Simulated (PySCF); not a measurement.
# MoO2: relaxation and vibrations of the singlet

Aim: relax MoO2 as a singlet from a bent start, check by its vibrations whether the end is a minimum, and collect its spectrum and constants.

Computed with PySCF 2.14.0. Level: B3LYP, basis Mo def2-TZVP with ECP28, O def2-TZVP, scalar-relativistic core potentials, no spin–orbit coupling, density fitting.

## Step 1: Starting geometry

3 atoms, charge 0, spin multiplicity 1.

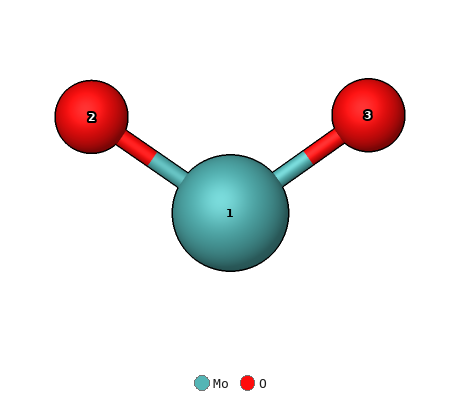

As it starts; molybdenum teal, oxygen red; atoms are numbered from 1 in the order of the file.

Coordinates in bohr (charge 0 multiplicity 1):
```
Mo    0.0000    0.0000    0.0000
O     2.7554    0.0000    1.9294
O    -2.7554    0.0000    1.9294
```

## Step 2: The SCF at the typed geometry

One driver script runs all steps and calls PySCF; scf.py shows how it sets up the SCF of each step. The optimiser is the driver's own. After this first run the driver tries any further starts and a stability analysis.

Contents of scf.py:

```python
from pyscf import gto, scf, dft
mol = gto.M(atom='''
Mo     0.000000     0.000000     0.000000
O      1.458100     0.000000     1.021000
O     -1.458100     0.000000     1.021000''',
    basis={'Mo': 'def2-TZVP', 'O': 'def2-TZVP'},
    ecp={'Mo': 'def2-TZVP'},
    charge=0, spin=0)
mf = dft.RKS(mol, xc='B3LYP')
mf.grids.atom_grid = (50, 194)
aux = {'Mo': 'def2-universal-JKFIT', 'O': 'def2-universal-JKFIT'}
mf = mf.density_fit(auxbasis=aux)
mf.conv_tol = 1e-08
mf.diis_space = 10
mf.max_cycle = 60
mf.init_guess = 'minao'
mf.verbose = 4
mf.kernel()
```

Started as:

```
$ OMP_NUM_THREADS=2 python axn.py task.json out
```

Standard output:

```text
init E= -212.193586301209
cycle= 1 E= -218.254980266415  delta_E= -6.06  |g|= 1.51  |ddm|= 3.74
  HOMO = -0.108473080503565  LUMO = -0.053400760474009  gap/eV = 1.49859
cycle= 2 E= -206.656934137412  delta_E= 11.6  |g|= 6.29  |ddm|= 4.06
  HOMO = -0.157636932181855  LUMO = -0.10131750473785  gap/eV = 1.53253
cycle= 3 E= -218.651341751751  delta_E=  -12  |g|= 0.524  |ddm|= 3.71
  HOMO = -0.261216512298159  LUMO = -0.194447821362979  gap/eV = 1.81687
cycle= 4 E= -218.686382251987  delta_E= -0.035  |g|= 0.343  |ddm|= 0.705
  HOMO = -0.215039461350578  LUMO = -0.156581878786053  gap/eV = 1.59071
cycle= 5 E= -218.711402412326  delta_E= -0.025  |g|= 0.107  |ddm|= 0.369
  HOMO = -0.216500404897975  LUMO = -0.154743118563843  gap/eV = 1.68050
cycle= 6 E= -218.712861803468  delta_E= -0.00146  |g|= 0.0707  |ddm|= 0.0486
  HOMO = -0.217125439267889  LUMO = -0.15491646711572  gap/eV = 1.69279
cycle= 7 E= -218.713878437552  delta_E= -0.00102  |g|= 0.0286  |ddm|= 0.0575
  HOMO = -0.219409935528752  LUMO = -0.155954088819031  gap/eV = 1.72672
cycle= 8 E= -218.714239091139  delta_E= -0.000361  |g|= 0.00776  |ddm|= 0.0876
  HOMO = -0.220395863856325  LUMO = -0.156653727432721  gap/eV = 1.73451
cycle= 9 E= -218.714293962205  delta_E= -5.49e-05  |g|= 0.00473  |ddm|= 0.0353
  HOMO = -0.221718812081821  LUMO = -0.157575170377651  gap/eV = 1.74544
cycle= 10 E= -218.714327613547  delta_E= -3.37e-05  |g|= 0.00102  |ddm|= 0.0469
  HOMO = -0.222065122969191  LUMO = -0.157798650228189  gap/eV = 1.74878
cycle= 11 E= -218.714329067325  delta_E= -1.45e-06  |g|= 0.000368  |ddm|= 0.0114
  HOMO = -0.222061176195648  LUMO = -0.157807056785169  gap/eV = 1.74844
cycle= 12 E= -218.714329099353  delta_E= -3.2e-08  |g|= 5.1e-05  |ddm|= 0.000642
  HOMO = -0.222053041559199  LUMO = -0.157806356957968  gap/eV = 1.74824
cycle= 13 E= -218.714329099932  delta_E= -5.78e-10  |g|= 1.11e-05  |ddm|= 5.18e-05
  HOMO = -0.222050066156481  LUMO = -0.157804783523053  gap/eV = 1.74820
Extra cycle  E= -218.714329099806  delta_E= 1.26e-10  |g|= 2.82e-05  |ddm|= 2.85e-05
converged SCF energy = -218.714329099806
```

This step, with its further starts and checks, ran for 16 s (2 threads of Arm Neoverse V1, shared host).

Energies from each starting density:

```
                      start  energy (Eh)
    the minimal-basis guess  -218.714329
a thermally smeared density  -218.714329
      a smeared PBE density  -218.714329
```

No lower closed-shell solution turned up from the other starts or in the test of internal stability.

## Step 3: Relaxing the singlet from the bent start

The program finds C2v symmetry in the start, which this walk keeps.

Edit scf.py of step 2 so:

```diff
@@ -3,3 +3,3 @@
-Mo     0.000000     0.000000     0.000000
-O      1.458100     0.000000     1.021000
-O     -1.458100     0.000000     1.021000''',
+Mo     0.000000     0.000000    -0.251446
+O      1.458100     0.000000     0.769554
+O     -1.458100     0.000000     0.769554''',
@@ -16 +15,0 @@
-mf.init_guess = 'minao'
```

Steps of the walk:

| step | energy (Eh) | change (kJ/mol) | largest symmetric gradient (Eh/bohr) |
| --- | --- | --- | --- |
| 0 | -218.714329 | 0.00 | 0.09226 |
| 1 | -218.730413 | -42.23 | 0.04297 |
| 2 | -218.732986 | -48.98 | 0.00688 |
| 3 | -218.733040 | -49.13 | 0.00052 |
| 4 | -218.733040 | -49.13 | 0.00008 |

The walk took 18 s.

Positions (Å) and forces (eV/Å) along the way:

```
step 0
Mo   0.000   0.000  -0.251   0.000   0.000   4.744
O    1.458   0.000   0.770  -3.557   0.000  -2.372
O   -1.458   0.000   0.770   3.557   0.000  -2.372
step 1
Mo   0.000   0.000  -0.198   0.000   0.000  -2.209
O    1.371   0.000   0.743   0.519   0.000   1.105
O   -1.371   0.000   0.743  -0.519   0.000   1.105
step 2
Mo   0.000   0.000  -0.255   0.000   0.000   0.354
O    1.331   0.000   0.771  -0.225   0.000  -0.177
O   -1.331   0.000   0.771   0.225   0.000  -0.177
step 3
Mo   0.000   0.000  -0.254   0.000   0.000  -0.016
O    1.325   0.000   0.771   0.027   0.000   0.008
O   -1.325   0.000   0.771  -0.027   0.000   0.008
step 4
Mo   0.000   0.000  -0.253  -0.002   0.000  -0.004
O    1.327   0.000   0.771   0.000   0.000   0.003
O   -1.327   0.000   0.771   0.002   0.000   0.001
```

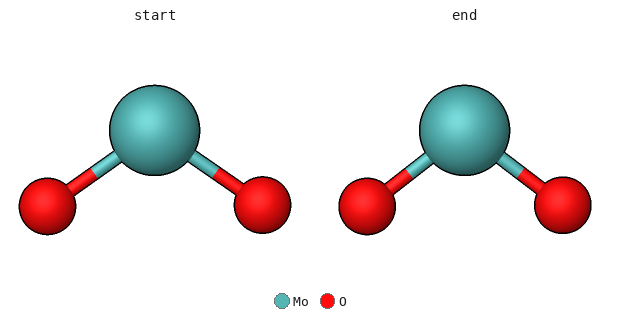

Start and end of the relaxation.

It settles in C2v symmetry, 49.1 kJ/mol below the start, after 4 steps: Mo–O 1.676 Å (×2); O–Mo–O 104.7°.

## Step 4: Hessian and properties

On the finer grid the gradient is checked again; gradients at displacements of ±0.02 bohr then give force constants and infrared intensities.

Edit scf.py of step 3 so:

```diff
@@ -3,3 +3,3 @@
-Mo     0.000000     0.000000    -0.251446
-O      1.458100     0.000000     0.769554
-O     -1.458100     0.000000     0.769554''',
+Mo     0.000000     0.000000    -0.252150
+O      1.326589     0.000000     0.771711
+O     -1.326589     0.000000     0.771711''',
@@ -10 +10 @@
-mf.grids.atom_grid = (50, 194)
+mf.grids.atom_grid = (75, 302)
@@ -13 +13 @@
-mf.conv_tol = 1e-08
+mf.conv_tol = 1e-10
```

The driver hands on the density of the step before, so the log starts near convergence.

Log of the central SCF (cycles and frontier levels):

```text
init E= -218.733104577254
  HOMO = -0.21748625321143  LUMO = -0.145084261247002  gap/eV = 1.97016
cycle= 1 E= -218.733104577224  delta_E= 3.01e-11  |g|= 1.3e-05  |ddm|= 1e-05
  HOMO = -0.217488644748279  LUMO = -0.145086843641576  gap/eV = 1.97015
cycle= 2 E= -218.733104576705  delta_E= 5.2e-10  |g|= 5.47e-05  |ddm|= 3.27e-05
  HOMO = -0.217487003903198  LUMO = -0.145085121995181  gap/eV = 1.97016
cycle= 3 E= -218.733104577255  delta_E= -5.5e-10  |g|= 2.35e-06  |ddm|= 2.53e-05
  HOMO = -0.217486817017559  LUMO = -0.145084881277919  gap/eV = 1.97016
cycle= 4 E= -218.733104577256  delta_E= -9.09e-13  |g|= 2.74e-07  |ddm|= 2.28e-06
  HOMO = -0.217486766953972  LUMO = -0.145084816164391  gap/eV = 1.97016
Extra cycle  E= -218.733104577256  delta_E= -6.25e-13  |g|= 8.46e-07  |ddm|= 8.04e-07
converged SCF energy = -218.733104577256
```

The whole step took 40 s.

Geometry: C2v; Mo–O 1.676 Å (×2); O–Mo–O 104.7°.

Harmonic modes (main isotopes):

```tsv
symmetry	ω (cm⁻¹)	IR (km/mol)	type
a1	363	5.9	bend
b2	990	219	stretch
a1	1051	154	stretch
```

All wavenumbers are real: a minimum.

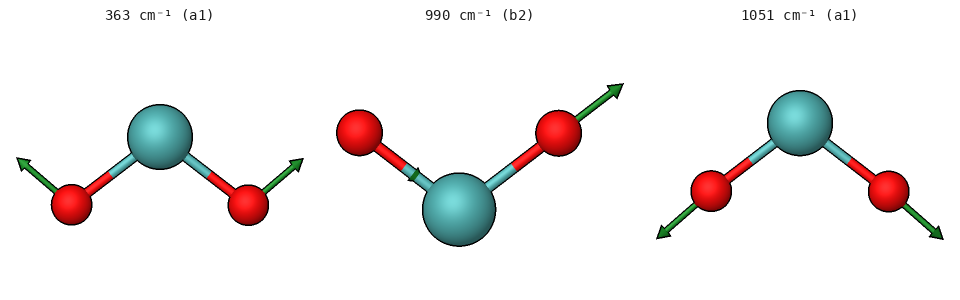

Displacements of 3 of the modes, as arrows (one member where a mode is degenerate).

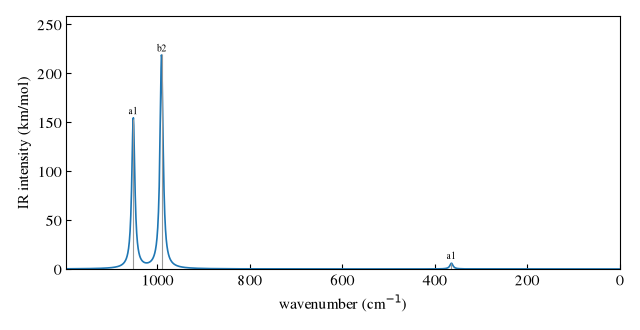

The harmonic infrared spectrum (widths in cm⁻¹). Lines are broadened to a width of 8 cm⁻¹ (Lorentzian).

Constants and moments:

```
Dipole moment                                                   : 4.12 D
Highest occupied level                                          : -5.92 eV
Lowest empty level                                              : -3.95 eV
Rotational constants                                            : 0.6669, 0.2994, 0.2067 cm⁻¹
Zero-point energy                                               : 14.4 kJ/mol
Principal polarisabilities                                      : 54.0, 69.8, 70.9 bohr³
Atomisation energy without zero-point energy                    : 1095 kJ/mol
Principal traceless quadrupole moments about the centre of mass : -3.46, -0.97, 4.43 D Å
Entropy at 298.15 K and 1 bar                                   : 266.2 J/(mol K)
Heat capacity Cp at 298.15 K                                    : 42.7 J/(mol K)
Enthalpy at 298.15 K above 0 K                                  : 11.01 kJ/mol
Rotational symmetry number                                      : 2
```

Populations by atom (charges in e):

```csv
atom,Mulliken,Löwdin,polar tensor,Mayer order to Mo1
Mo1,1.04,0.51,1.38,–
"O2,3",-0.52,-0.25,-0.69,2.15
```

Mulliken populations on Mo1 (outside its core potential): s 2.83, p 6.13, d 3.94, f 0.06.

## Step 5: The broken-symmetry singlet

A stability analysis found the closed shell of the lowest minimum unstable towards spin polarisation, so the unrestricted solution is followed.

The program finds C2v symmetry in the start, which may break. The walk stops when the largest gradient is under 0.0003 Eh/bohr and the energy has settled too.

Edit scf.py of step 4 so:

```diff
@@ -9,2 +9,2 @@
-mf = dft.RKS(mol, xc='B3LYP')
-mf.grids.atom_grid = (75, 302)
+mf = dft.UKS(mol, xc='B3LYP')
+mf.grids.atom_grid = (50, 194)
@@ -13 +13 @@
-mf.conv_tol = 1e-10
+mf.conv_tol = 1e-08
```

The optimiser's trace:

```
step  energy (Eh)  change (kJ/mol)  largest gradient (Eh/bohr)
   0  -218.744516             0.00                     0.01387
   1  -218.746387            -4.91                     0.00331
   2  -218.746522            -5.27                     0.00050
   3  -218.746523            -5.27                     0.00018
```

The walk took 16 s.

Geometry (Å) and forces (eV/Å) at some steps:

```
step 0
Mo   0.000   0.000  -0.252   0.000   0.000   0.148
O    1.327   0.000   0.772   0.713   0.000  -0.074
O   -1.327   0.000   0.772  -0.713   0.000  -0.074
step 1
Mo   0.000   0.000  -0.217   0.001   0.000   0.170
O    1.380   0.000   0.754   0.101   0.000  -0.085
O   -1.380   0.000   0.754  -0.101   0.000  -0.085
step 2
Mo   0.000   0.000  -0.204  -0.001   0.000  -0.016
O    1.396   0.000   0.747   0.026   0.000   0.009
O   -1.396   0.000   0.747  -0.025   0.000   0.008
step 3
Mo   0.000   0.000  -0.203   0.001   0.000   0.009
O    1.398   0.000   0.747  -0.006   0.000  -0.005
O   -1.398   0.000   0.747   0.006   0.000  -0.005
```

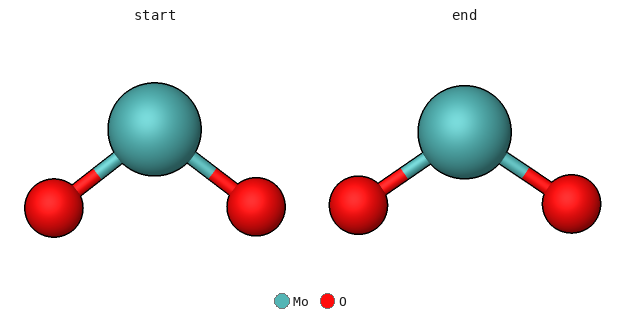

Start and end of the relaxation.

After 3 steps and 5.3 kJ/mol it ends at C2v: Mo–O 1.690 Å (×2); O–Mo–O 111.6°.

## Step 6: Hessian and properties

The same treatment as at the point before.

Edit scf.py of step 5 so:

```diff
@@ -3,3 +3,3 @@
-Mo     0.000000     0.000000    -0.252150
-O      1.326589     0.000000     0.771711
-O     -1.326589     0.000000     0.771711''',
+Mo    -0.000000     0.000000    -0.234079
+O      1.397668    -0.000000     0.715912
+O     -1.397667     0.000000     0.715913''',
@@ -10 +10 @@
-mf.grids.atom_grid = (50, 194)
+mf.grids.atom_grid = (75, 302)
@@ -13 +13 @@
-mf.conv_tol = 1e-08
+mf.conv_tol = 1e-10
```

SCF at the final geometry:

```text
init E= -218.746606517869
[... the frontier-level lines of each cycle are left out ...]
cycle= 1 E= -218.746606515332  delta_E= 2.54e-09  |g|= 8.37e-05  |ddm|= 4.9e-05
cycle= 2 E= -218.746606476219  delta_E= 3.91e-08  |g|= 0.000329  |ddm|= 0.000192
cycle= 3 E= -218.746606518045  delta_E= -4.18e-08  |g|= 9.58e-07  |ddm|= 0.000153
cycle= 4 E= -218.746606518047  delta_E= -1.14e-12  |g|= 6.03e-07  |ddm|= 1.04e-06
Extra cycle  E= -218.746606518045  delta_E= 1.88e-12  |g|= 2.37e-06  |ddm|= 1.39e-06
converged SCF energy = -218.746606518045  <S^2> = 0.95703049  2S+1 = 2.1972988
```

The whole step ran for 1.8 min (2 threads of Arm Neoverse V1, shared host).

Geometry: C2v; Mo–O 1.690 Å (×2); O–Mo–O 111.6°.

Harmonic modes (main isotopes):

```tsv
ω (cm⁻¹)	IR (km/mol)	type
297	0.7	bend
966	248	stretch
1022	107	stretch
```

All wavenumbers are real: a minimum.

The SCF density has lower symmetry than the nuclear frame, so the modes carry no labels.

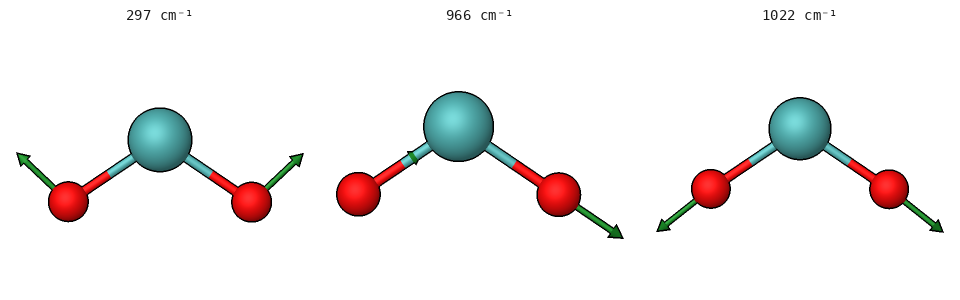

How the atoms move in 3 of the modes.

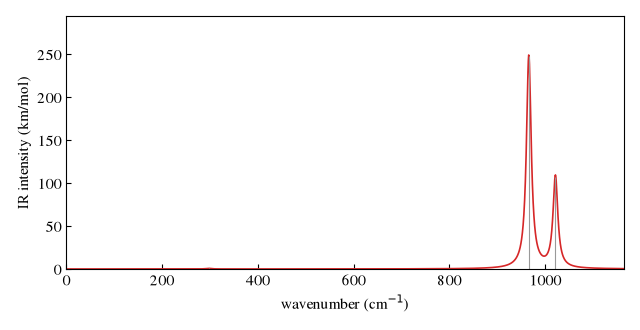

The harmonic infrared spectrum (widths in cm⁻¹). Lines are broadened to a width of 12 cm⁻¹ (Lorentzian).

Properties at this point:

* Dipole moment: 4.30 D
* Highest occupied level: -6.35 eV
* Lowest empty level: -3.65 eV
* Rotational constants: 0.7747, 0.2698, 0.2001 cm⁻¹
* Zero-point energy: 13.7 kJ/mol
* Principal polarisabilities: 50.5, 51.9, 54.6 bohr³
* Atomisation energy without zero-point energy: 1131 kJ/mol
* Principal traceless quadrupole moments about the centre of mass: -6.26, 1.87, 4.39 D Å
* Entropy at 298.15 K and 1 bar: 267.5 J/(mol K)
* Heat capacity Cp at 298.15 K: 43.5 J/(mol K)
* Enthalpy at 298.15 K above 0 K: 11.23 kJ/mol
* Rotational symmetry number: 2
* Spin squared ⟨S²⟩: 0.957

Charges (e) and bond orders:

| atom | Mulliken | Löwdin | polar tensor | spin (Mulliken) | Mayer order to Mo1 |
| --- | --- | --- | --- | --- | --- |
| Mo1 | 1.12 | 0.58 | 1.44 | 0.00 | – |
| O2,3 | -0.56 | -0.29 | -0.72 | 0.00 | 2.05 |

Mulliken populations on Mo1 (outside its core potential): s 2.52, p 6.22, d 4.09, f 0.06.

## Step 7: All stationary points

| spin | group | bonds | imaginary modes (cm⁻¹) | ΔE (kJ/mol) | with zero-point energy |
| --- | --- | --- | --- | --- | --- |
| broken-symmetry (Ms = 0) | C2v (density of lower symmetry) | Mo–O 1.690 Å (×2) | none | 0.0 | 0.0 |
| singlet | C2v | Mo–O 1.676 Å (×2) | none | 35.4 | 36.2 |

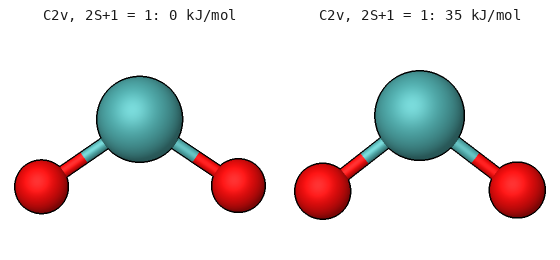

The points, lowest first (molybdenum teal, oxygen red).

## Step 8: What came out

| quantity | value |
| --- | --- |
| minimum | broken-symmetry (Ms = 0), C2v |
| geometry | Mo–O 1.690 Å (×2); O–Mo–O 111.6° |
| wavenumbers (cm⁻¹) | 297, 966, 1022 |
| dipole moment | 4.30 D |
| highest occupied, lowest empty level (either spin) | -6.35, -3.65 eV |
| polar-tensor charge of Mo1 | +1.44 e |
| zero-point energy | 13.7 kJ/mol |
| entropy at 298.15 K | 267.5 J/(mol K) |
| atomisation energy (no zero-point energy) | 1131 kJ/mol |
| ⟨S²⟩ | 0.957 |

The bent start keeps its C2v symmetry and ends in a minimum. The determinant is spin-contaminated (⟨S²⟩ = 0.96 against 0.00), so it is no pure spin state. The strongest infrared band lies at 966 cm⁻¹ (stretch). Other starts or spin states, not run here, may lie lower. The SCF density has lower symmetry than the nuclear frame.

The search up to here took 3.4 min.
